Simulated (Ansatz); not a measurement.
# Al2O3: a line through a two-coordinate scan

Aim: follow the energy of Al2O3 (P-6m2, No. 187; 5 atoms in the cell) along one coordinate, lattice constant c, with the other held at lattice constant a (and b) = 2.906 Å.

Computed with Ansatz 0.2.0 (DFT LDA+D3(BJ), scalar-relativistic, plane waves, PAW, unless a step's input says otherwise).

17 further runs of the same task are left out: 17 set aside as unsound or not needed.

### 1 Starting point

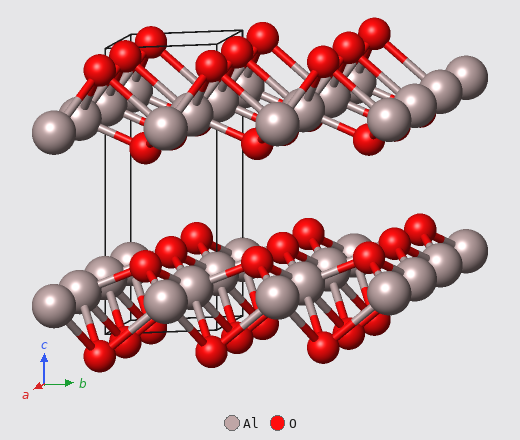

Start, viewed slightly off an axis; aluminium light grey, oxygen red. 3×3×1 cells are drawn. Atoms on the faces are drawn again on the opposite ones.

Coordinates:

```cif
data_structure
_symmetry_space_group_name_H-M 'P-6m2'
_symmetry_Int_Tables_number 187
_cell_length_a 2.8217
_cell_length_b 2.8217
_cell_length_c 6.9395
_cell_angle_alpha 90.000
_cell_angle_beta 90.000
_cell_angle_gamma 120.000
_cell_volume 47.85
loop_
_atom_site_label
_atom_site_type_symbol
_atom_site_symmetry_multiplicity
_atom_site_Wyckoff_symbol
_atom_site_fract_x
_atom_site_fract_y
_atom_site_fract_z
_atom_site_occupancy
Al1 Al 2 g 0.00000 0.00000 0.19655 1
O1 O 2 h 0.33333 0.66667 0.29317 1
O2 O 1 e 0.66667 0.33333 0.00000 1
```

It goes back to an entry of the Materials Project, which need not be the stable form.

This cell was relaxed beforehand with the same method: volume 9.57 Å³/atom, gap on the mesh 4.79 eV.

### 2 What is varied

The energy is mapped over the lattice constants a and c of the conventional cell.

The axes are (1) lattice constant a (and b): 7 values from 2.737 to 2.906 Å; (2) lattice constant c: 7 values from 6.315 to 7.564 Å.

Nothing else is relaxed (fractional coordinates fixed). Energies count from the relaxed crystal. Points are written as (first, second).

### 3 Grid point (2.906 Å, 6.315 Å)

The input, input.yaml:

```yaml
crystal:
  lattice:
    - [2.9064, 0.0, 0.0]
    - [-1.4532, 2.5170162335, 0.0]
    - [0.0, 0.0, 6.315]
  atoms:
    - { symbol: Al, position: [0.0, 0.0, 0.1965477898] }
    - { symbol: Al, position: [0.0, 0.0, 0.8034522102] }
    - { symbol: O, position: [0.3333333333, 0.6666666667, 0.2931655293] }
    - { symbol: O, position: [0.6666666667, 0.3333333333, 0.0] }
    - { symbol: O, position: [0.3333333333, 0.6666666667, 0.7068344707] }
basis:
  ecutwfc: 520.0
kpoints:
  mp_grid: { grid: [9, 9, 4] }
hamiltonian:
  xc: lda
  pseudopotentials: { kind: paw, azcp: { folder: soft_1 } }
  dispersion: d3bj
scf:
  occupations: { method: gaussian, width: 0.05 }
output:
  forces: true
  stress: true
  eigenvalues: true
```

On the command line:

```sh
$ ansatz run input.yaml --threads 1 --pin off --max-ram 2048MiB --backend cpu --events-out ev --progress --plain --runs-dir out
```

Output (excerpt; [...] marks lines left out):

```text
Warning: <dir> the record states the generating functional pbe (its physics header spells it `PBE`), which answers neither for hamiltonian.xc's functional nor for the lda family's — results may be inconsistent (PPs are generated against a specific XC)
[...]
Warning: the engine holds no damping parameters fitted to this dispersion correction and functional, so the run takes those fitted to pbe (hamiltonian.dispersion, under Limitations)
Warning: RAYON_NUM_THREADS=1 ignored (pool sized by the plan → 1); use --threads N
[...]
Pseudopotentials: kind: paw
Pseudopotential: Al, paw, valence charge 3, recommended cutoff 420 eV (normal), <dir>
Pseudopotential: O, paw, valence charge 6, recommended cutoff 420 eV (normal), <dir>
Functional definition: SPW92
[...]
Crystal: 5 atoms, lattice volume = 46.197 Å³
Basis set: ecut = 520 eV, 1271 PW (Γ)
Bands: 17, of which v1, the nominal top of the filled ones, is band 12 counted from 1 (11 counted from 0)
Symmetry: 12 space group operations
Space group: P-6m2 (ITA 187), of the structure as read, at distance tolerance 3.6e-5 Å
k-points: 36 of 324 (time reversal used)
[...]
SCF iter   1: F=—  HF=-2701.331838 eV  |F-HF|=—  |Δ(HF+E_count)|=         —  Δρ=1.23e-1  dr2=6.83e0  ethr=3.10e-3  ⟨swp⟩=6.2  Hψ=3590  notcnv=0
[...]
SCF iter   7: F=-2699.120197 eV  HF=-2699.120197 eV  |F-HF|=1.34e-8  |Δ(HF+E_count)|=   2.33e-7  Δρ=9.79e-6  dr2=2.21e-8  ethr=4.17e-10  ⟨swp⟩=6.9  Hψ=3214  notcnv=0
[...]
SCF converged after 7 iterations
Free energy (F): -2699.120197 eV
[...]
E sigma→0 (E₀):  -2699.120197 eV
Fermi energy:    8.753964 eV
[...]
--- Forces (eV/Å), atoms counted from 1 ---
  atom   1  Al    -0.00000000    -0.00000000     1.96173446
  atom   2  Al     0.00000000    -0.00000000    -1.96173446
  atom   3  O      0.00000000     0.00000000     0.28163047
  atom   4  O     -0.00000000    -0.00000000    -0.00000000
  atom   5  O      0.00000000     0.00000000    -0.28163047
[...]
--- Stress (GPa, compression-positive) ---
      -13.529031      -0.000000      -0.000000
        0.000000     -13.529031       0.000000
       -0.000000       0.000000      29.256071
  P = ⅓ Tr σ = 0.7327 GPa (7.327 kbar)
--- Band table (eV; the first three rows and the last of 36) ---
  k-point 0: bands = ["-13.1899", "-11.0337", "-9.9976", "1.5282", "3.4950", "3.8348", "3.8348", "4.8944", "4.8944", "5.1382", "5.1382", "6.9426", "10.4861", "13.3052", "15.4118", "19.5921"]
[...]
```

It took 6.6 s on 1 thread of Arm Neoverse N1, shared host; peak memory 0.3 GiB.

On the map this point reads 103 meV/atom.

### 4 The run at (2.906 Å, 6.523 Å)

input.yaml: that of step 3 with these lines changed.

```diff
@@ -4,3 +4,3 @@
     - [-1.4532, 2.5170162335, 0.0]
-    - [0.0, 0.0, 6.315]
+    - [0.0, 0.0, 6.5231]
   atoms:
```

On the command line:

```sh
$ ansatz run input.yaml --threads 1 --pin off --max-ram 2048MiB --backend cpu --events-out ev --progress --plain --runs-dir out
```

Output (excerpt; [...] marks lines left out):

```text
Warning: <dir> the record states the generating functional pbe (its physics header spells it `PBE`), which answers neither for hamiltonian.xc's functional nor for the lda family's — results may be inconsistent (PPs are generated against a specific XC)
[...]
Warning: the engine holds no damping parameters fitted to this dispersion correction and functional, so the run takes those fitted to pbe (hamiltonian.dispersion, under Limitations)
Warning: RAYON_NUM_THREADS=1 ignored (pool sized by the plan → 1); use --threads N
[...]
[... 4 set-up lines as earlier in the session ...]
[...]
Crystal: 5 atoms, lattice volume = 47.719 Å³
Basis set: ecut = 520 eV, 1321 PW (Γ)
Bands: 17, of which v1, the nominal top of the filled ones, is band 12 counted from 1 (11 counted from 0)
[... 2 set-up lines as earlier in the session ...]
k-points: 36 of 324 (time reversal used)
[...]
SCF iter   1: F=—  HF=-2701.459774 eV  |F-HF|=—  |Δ(HF+E_count)|=         —  Δρ=1.19e-1  dr2=6.61e0  ethr=3.10e-3  ⟨swp⟩=6.3  Hψ=3615  notcnv=0
[...]
SCF iter   7: F=-2699.338468 eV  HF=-2699.338468 eV  |F-HF|=1.99e-8  |Δ(HF+E_count)|=   3.52e-7  Δρ=1.16e-5  dr2=3.32e-8  ethr=4.17e-10  ⟨swp⟩=4.6  Hψ=3140  notcnv=0
[...]
SCF converged after 7 iterations
Free energy (F): -2699.338468 eV
[...]
E sigma→0 (E₀):  -2699.338468 eV
Fermi energy:    8.258490 eV
[...]
--- Forces (eV/Å), atoms counted from 1 ---
  atom   1  Al     0.00000000    -0.00000000     1.42646772
  atom   2  Al     0.00000000    -0.00000000    -1.42646772
  atom   3  O      0.00000000     0.00000000    -0.01660951
  atom   4  O      0.00000000    -0.00000000     0.00000000
  atom   5  O      0.00000000     0.00000000     0.01660951
[...]
--- Stress (GPa, compression-positive) ---
      -15.430852       0.000000       0.000000
        0.000000     -15.430852       0.000000
        0.000000       0.000000      16.987367
  P = ⅓ Tr σ = -4.6248 GPa (-46.248 kbar)
--- Band table (eV; the first three rows and the last of 36) ---
  k-point 0: bands = ["-13.3563", "-11.4751", "-10.4537", "1.0204", "3.1148", "3.6582", "3.6582", "4.4805", "4.4805", "4.7759", "4.7759", "6.3560", "10.0875", "12.9043", "14.6629", "18.7622"]
[...]
```

Wall time 6.9 s (1 thread of Arm Neoverse N1, shared host); peak memory 0.31 GiB.

Energy on the map's scale: 59 meV/atom.

### 5 The run at (2.906 Å, 7.148 Å)

input.yaml: that of step 4 with these lines changed.

```diff
@@ -4,3 +4,3 @@
     - [-1.4532, 2.5170162335, 0.0]
-    - [0.0, 0.0, 6.5231]
+    - [0.0, 0.0, 7.1477]
   atoms:
```

On the command line:

```sh
$ ansatz run input.yaml --threads 1 --pin off --max-ram 2048MiB --backend cpu --events-out ev --progress --plain --runs-dir out
```

Output (excerpt; [...] marks lines left out):

```text
Warning: <dir> the record states the generating functional pbe (its physics header spells it `PBE`), which answers neither for hamiltonian.xc's functional nor for the lda family's — results may be inconsistent (PPs are generated against a specific XC)
[...]
Warning: the engine holds no damping parameters fitted to this dispersion correction and functional, so the run takes those fitted to pbe (hamiltonian.dispersion, under Limitations)
Warning: RAYON_NUM_THREADS=1 ignored (pool sized by the plan → 1); use --threads N
[...]
[... 4 set-up lines as earlier in the session ...]
[...]
Crystal: 5 atoms, lattice volume = 52.289 Å³
Basis set: ecut = 520 eV, 1407 PW (Γ)
Bands: 17, of which v1, the nominal top of the filled ones, is band 12 counted from 1 (11 counted from 0)
[... 1 set-up line as earlier in the session ...]
Space group: P-6m2 (ITA 187), of the structure as read, at distance tolerance 3.7e-5 Å
k-points: 36 of 324 (time reversal used)
[...]
SCF iter   1: F=—  HF=-2701.260013 eV  |F-HF|=—  |Δ(HF+E_count)|=         —  Δρ=1.06e-1  dr2=5.98e0  ethr=3.10e-3  ⟨swp⟩=6.2  Hψ=3594  notcnv=0
[...]
SCF iter   7: F=-2699.396491 eV  HF=-2699.396491 eV  |F-HF|=3.83e-9  |Δ(HF+E_count)|=   3.20e-7  Δρ=1.43e-5  dr2=3.63e-8  ethr=4.17e-10  ⟨swp⟩=4.9  Hψ=3320  notcnv=0
[...]
SCF converged after 7 iterations
Free energy (F): -2699.396491 eV
[...]
E sigma→0 (E₀):  -2699.396491 eV
Fermi energy:    6.874892 eV
[...]
--- Forces (eV/Å), atoms counted from 1 ---
  atom   1  Al     0.00000000    -0.00000000     0.28313181
  atom   2  Al     0.00000000    -0.00000000    -0.28313181
  atom   3  O     -0.00000000     0.00000000    -0.98499235
  atom   4  O     -0.00000000    -0.00000000     0.00000000
  atom   5  O     -0.00000000     0.00000000     0.98499235
[...]
--- Stress (GPa, compression-positive) ---
      -18.364166       0.000000       0.000000
        0.000000     -18.364166       0.000000
        0.000000       0.000000     -11.024270
  P = ⅓ Tr σ = -15.9175 GPa (-159.175 kbar)
--- Band table (eV; the first three rows and the last of 36) ---
  k-point 0: bands = ["-13.7746", "-12.6577", "-11.6135", "-0.2555", "1.9990", "3.0951", "3.0951", "3.3753", "3.3753", "3.9827", "3.9827", "4.7918", "8.8770", "11.8803", "12.6503", "16.5690"]
[...]
```

It took 7.4 s on 1 thread of Arm Neoverse N1, shared host; peak memory 0.31 GiB.

On the map this point reads 47 meV/atom.

### 6 Point (2.906 Å, 7.356 Å)

input.yaml: that of step 5 with these lines changed.

```diff
@@ -4,3 +4,3 @@
     - [-1.4532, 2.5170162335, 0.0]
-    - [0.0, 0.0, 7.1477]
+    - [0.0, 0.0, 7.3559]
   atoms:
```

On the command line:

```sh
$ ansatz run input.yaml --threads 1 --pin off --max-ram 2048MiB --backend cpu --events-out ev --progress --plain --runs-dir out
```

Output (excerpt; [...] marks lines left out):

```text
Warning: <dir> the record states the generating functional pbe (its physics header spells it `PBE`), which answers neither for hamiltonian.xc's functional nor for the lda family's — results may be inconsistent (PPs are generated against a specific XC)
[...]
Warning: the engine holds no damping parameters fitted to this dispersion correction and functional, so the run takes those fitted to pbe (hamiltonian.dispersion, under Limitations)
Warning: RAYON_NUM_THREADS=1 ignored (pool sized by the plan → 1); use --threads N
[...]
[... 4 set-up lines as earlier in the session ...]
[...]
Crystal: 5 atoms, lattice volume = 53.812 Å³
Basis set: ecut = 520 eV, 1467 PW (Γ)
Bands: 17, of which v1, the nominal top of the filled ones, is band 12 counted from 1 (11 counted from 0)
[... 1 set-up line as earlier in the session ...]
Space group: P-6m2 (ITA 187), of the structure as read, at distance tolerance 3.8e-5 Å
k-points: 36 of 324 (time reversal used)
[...]
SCF iter   1: F=—  HF=-2701.041494 eV  |F-HF|=—  |Δ(HF+E_count)|=         —  Δρ=1.02e-1  dr2=5.78e0  ethr=3.10e-3  ⟨swp⟩=6.2  Hψ=3607  notcnv=0
[...]
SCF iter   7: F=-2699.257082 eV  HF=-2699.257082 eV  |F-HF|=1.69e-8  |Δ(HF+E_count)|=   2.51e-7  Δρ=9.62e-6  dr2=3.24e-8  ethr=4.17e-10  ⟨swp⟩=5.1  Hψ=3352  notcnv=0
[...]
SCF converged after 7 iterations
Free energy (F): -2699.257082 eV
[...]
E sigma→0 (E₀):  -2699.257082 eV
Fermi energy:    6.433977 eV
[...]
--- Forces (eV/Å), atoms counted from 1 ---
  atom   1  Al     0.00000000    -0.00000000     0.02676481
  atom   2  Al     0.00000000    -0.00000000    -0.02676481
  atom   3  O      0.00000000     0.00000000    -1.30889112
  atom   4  O      0.00000000    -0.00000000    -0.00000000
  atom   5  O      0.00000000     0.00000000     1.30889112
[...]
--- Stress (GPa, compression-positive) ---
      -18.655031       0.000000      -0.000000
        0.000000     -18.655031      -0.000000
       -0.000000      -0.000000     -18.152773
  P = ⅓ Tr σ = -18.4876 GPa (-184.876 kbar)
--- Band table (eV; the first three rows and the last of 36) ---
  k-point 0: bands = ["-13.9070", "-13.0109", "-11.9226", "-0.6125", "1.6349", "2.8628", "2.8628", "3.0470", "3.0470", "3.8379", "3.8379", "4.3277", "8.4564", "11.5942", "12.0405", "15.9332"]
[...]
```

It took 7.5 s on 1 thread of Arm Neoverse N1, shared host; peak memory 0.31 GiB.

On the map this point reads 75 meV/atom.

### 7 Grid point (2.906 Å, 7.564 Å)

input.yaml: that of step 6 with these lines changed.

```diff
@@ -4,3 +4,3 @@
     - [-1.4532, 2.5170162335, 0.0]
-    - [0.0, 0.0, 7.3559]
+    - [0.0, 0.0, 7.5641]
   atoms:
```

On the command line:

```sh
$ ansatz run input.yaml --threads 1 --pin off --max-ram 2048MiB --backend cpu --events-out ev --progress --plain --runs-dir out
```

Output (excerpt; [...] marks lines left out):

```text
Warning: <dir> the record states the generating functional pbe (its physics header spells it `PBE`), which answers neither for hamiltonian.xc's functional nor for the lda family's — results may be inconsistent (PPs are generated against a specific XC)
[...]
Warning: the engine holds no damping parameters fitted to this dispersion correction and functional, so the run takes those fitted to pbe (hamiltonian.dispersion, under Limitations)
Warning: RAYON_NUM_THREADS=1 ignored (pool sized by the plan → 1); use --threads N
[...]
[... 4 set-up lines as earlier in the session ...]
[...]
Crystal: 5 atoms, lattice volume = 55.335 Å³
Basis set: ecut = 520 eV, 1505 PW (Γ)
Bands: 17, of which v1, the nominal top of the filled ones, is band 12 counted from 1 (11 counted from 0)
[... 2 set-up lines as earlier in the session ...]
k-points: 36 of 324 (time reversal used)
[...]
SCF iter   1: F=—  HF=-2700.763496 eV  |F-HF|=—  |Δ(HF+E_count)|=         —  Δρ=9.90e-2  dr2=5.59e0  ethr=3.10e-3  ⟨swp⟩=6.3  Hψ=3634  notcnv=0
[...]
SCF iter   8: F=-2699.054039 eV  HF=-2699.054039 eV  |F-HF|=2.26e-9  |Δ(HF+E_count)|=   7.69e-8  Δρ=6.49e-6  dr2=8.38e-9  ethr=4.17e-10  ⟨swp⟩=7.0  Hψ=3164  notcnv=0
[...]
SCF converged after 8 iterations
Free energy (F): -2699.054039 eV
[...]
E sigma→0 (E₀):  -2699.054039 eV
Fermi energy:    6.003687 eV
[...]
--- Forces (eV/Å), atoms counted from 1 ---
  atom   1  Al     0.00000000    -0.00000000    -0.17754462
  atom   2  Al    -0.00000000    -0.00000000     0.17754462
  atom   3  O      0.00000000     0.00000000    -1.62672966
  atom   4  O      0.00000000    -0.00000000     0.00000000
  atom   5  O      0.00000000     0.00000000     1.62672966
[...]
--- Stress (GPa, compression-positive) ---
      -18.698542      -0.000000       0.000000
       -0.000000     -18.698542       0.000000
        0.000000       0.000000     -24.432884
  P = ⅓ Tr σ = -20.6100 GPa (-206.100 kbar)
--- Band table (eV; the first three rows and the last of 36) ---
  k-point 0: bands = ["-14.0469", "-13.3460", "-12.1882", "-0.9423", "1.2750", "2.6142", "2.6142", "2.7369", "2.7369", "3.7408", "3.7408", "3.8893", "8.0269", "11.3277", "11.4547", "15.3429"]
[...]
```

Wall time 8.7 s (1 thread of Arm Neoverse N1, shared host); peak memory 0.32 GiB.

On the map this point reads 116 meV/atom.

### 8 Results

```
lattice constant c (Å)  step  energy (meV/atom)  slope (meV/atom per Å)  pressure (GPa)  band gap on the k-mesh (eV)  largest force on an atom (eV/Å)
                 6.315     3                103                    −267             0.7                         3.46                             1.96
                 6.523     4                 59                    −155            −4.6                         3.66                             1.43
                 6.731     –                 37                     −58            −9.1                         3.81                             0.97
                 6.940     –                 34                      27           −12.8                         3.93                             0.66
                 7.148     5                 47                     101           −15.9                         4.00                             0.98
                 7.356     6                 75                     166           −18.5                         4.05                             1.31
                 7.564     7                116                     223           −20.6                         4.05                             1.63
```

Energies count from the relaxed crystal. Rows without a step come from runs not printed here or follow by symmetry. Slopes come from the forces (and the stress, where the cell changes), not from differences of energies.

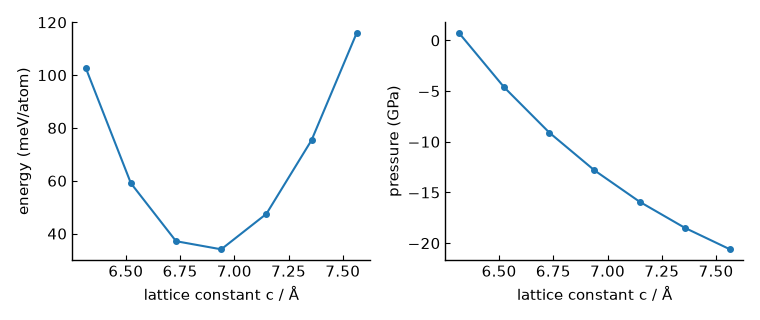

Energy and pressure along the line.

**Reading.** Along the line the energy is lowest at 6.940 Å, 34 meV/atom from the zero. Energies and slopes round the minimum, fitted together, put the minimum at 6.8708 Å, with a curvature of about 400 meV/atom per Å². The highest point computed, at 7.564 Å, lies 82 meV/atom above the lowest. This is one cut through a surface in two coordinates; the map's lowest point lies off it. With the other coordinates free, the energies away from the reference would be the same or lower.

The gaps are Kohn-Sham values of a semilocal functional, not quasiparticle or optical gaps. Such gaps usually fall short of the measured ones.
